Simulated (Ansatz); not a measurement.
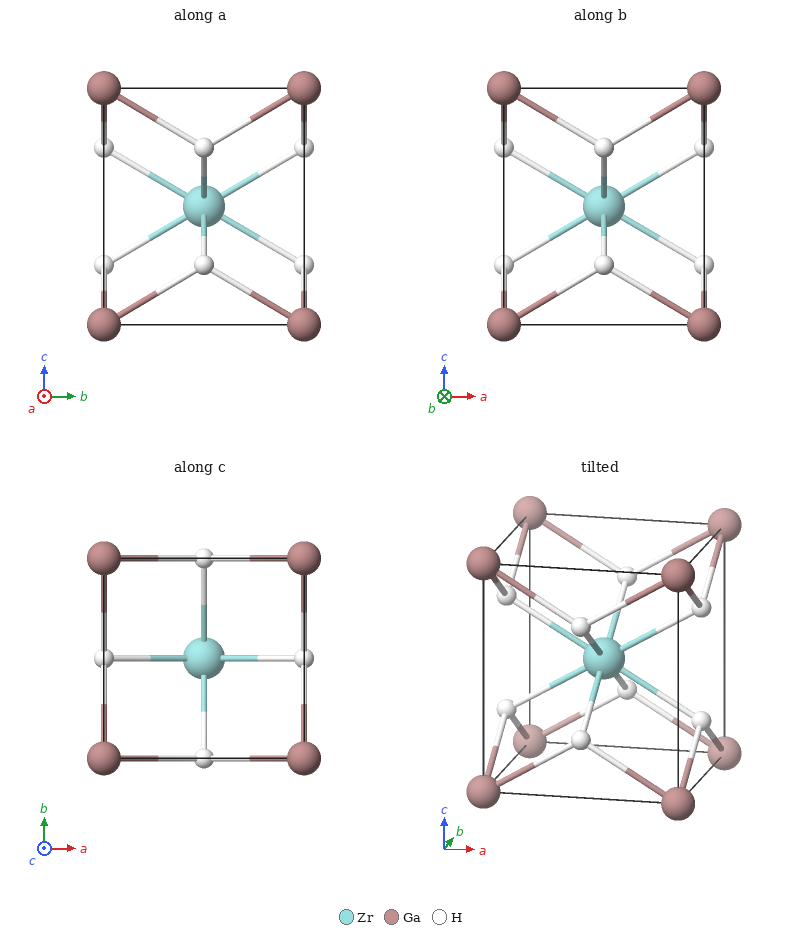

The structure above is drawn in ball-and-stick style and viewed along the a axis, along the b axis, along the c axis and slightly off an axis. Lines trace the edges of the conventional unit cell.

Lattice parameters: a = 3.5553 Å, b = 3.5553 Å, c = 4.2003 Å, α = 90.000°, β = 90.000°, γ = 90.000°.

Set out the cell and atoms as a CIF in P1 with every atom of the cell, with free fractional coordinates to two decimals.

Answer.
```cif
data_structure
_symmetry_space_group_name_H-M 'P 1'
_symmetry_Int_Tables_number 1
_cell_length_a 3.5553
_cell_length_b 3.5553
_cell_length_c 4.2003
_cell_angle_alpha 90.000
_cell_angle_beta 90.000
_cell_angle_gamma 90.000
_cell_volume 53.09
loop_
_atom_site_label
_atom_site_type_symbol
_atom_site_fract_x
_atom_site_fract_y
_atom_site_fract_z
_atom_site_occupancy
Zr1 Zr 0.50 0.50 0.50 1
Ga1 Ga 0.00 0.00 0.00 1
H1 H 0.50 0.00 0.25 1
H2 H 0.00 0.50 0.75 1
H3 H 0.50 0.00 0.75 1
H4 H 0.00 0.50 0.25 1
```

Starting structure: a structure type filled with these elements by a generator (whether the compound takes this form wasn't checked). Earlier steps of the study may have refined or changed the cell and positions. A calculation with Ansatz used it as input.
